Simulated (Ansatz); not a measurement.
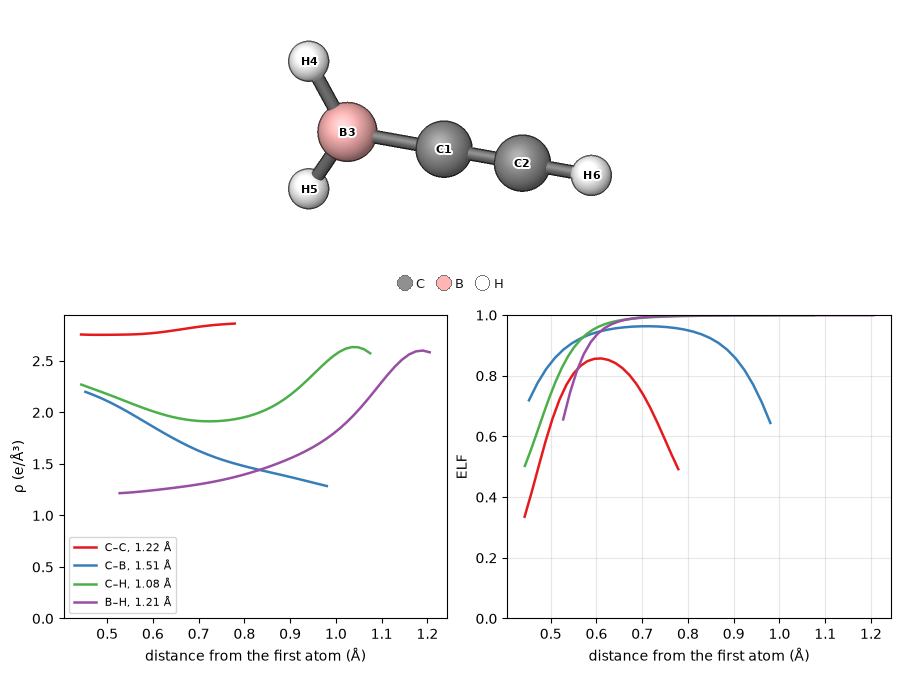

*C$_{2}$H$_{3}$B (SMILES BC#C). Electron density and electron localisation function along straight lines between neighbouring atoms. The curves leave out the atomic cores. The structure is drawn too.*

Geometry: B3LYP-D3(BJ)/def2-SVP.

All numbers below come from Ansatz, isolated molecule in a Gaussian basis; Kohn-Sham density functional theory, functional PBE0.

The calculation's input:

```
basis:
  gaussian:
    orbitals: def2-TZVPD
crystal:
  periodic: [false, false, false]
  atoms:
    - {symbol: C, position_ang: [-1.536109, -0.537900, 0.250128]}
    - {symbol: C, position_ang: [-1.763988, -1.713303, 0.493242]}
    - {symbol: B, position_ang: [-1.255066, 0.912828, -0.049957]}
    - {symbol: H, position_ang: [-0.999418, 1.257974, -1.175851]}
    - {symbol: H, position_ang: [-1.285737, 1.729456, 0.835647]}
    - {symbol: H, position_ang: [-1.964521, -2.747571, 0.707028]}
hamiltonian:
  xc: {name: PBE0}
output: {forces: true, orbitals: {seedname: orbitals}}
```

Command:

```sh
ansatz run input.yaml --threads 1 --pin off --max-ram 2610MiB --events-out events.jsonl --progress --plain --runs-dir runs
```

Q: What can be read from the curves?

A: C–C (1.22 Å): the density is about 2.8 e/Å³ at the midpoint; the ELF peaks at about 0.85 between the atoms: a multiple bond.
C–B (1.51 Å): ρ at the midpoint is about 1.5 e/Å³; the ELF peaks at about 0.95 between the atoms: localised, covalent bonding.
C–H (1.08 Å): the density is about 2.1 e/Å³ at the midpoint; the ELF climbs to about 1 towards the hydrogen, as it does in any bond to H (an ordinary covalent bond to hydrogen).
B–H (1.21 Å): the density is about 1.2 e/Å³ at the midpoint; the ELF climbs to about 1 towards the hydrogen (a covalent bond by its length).
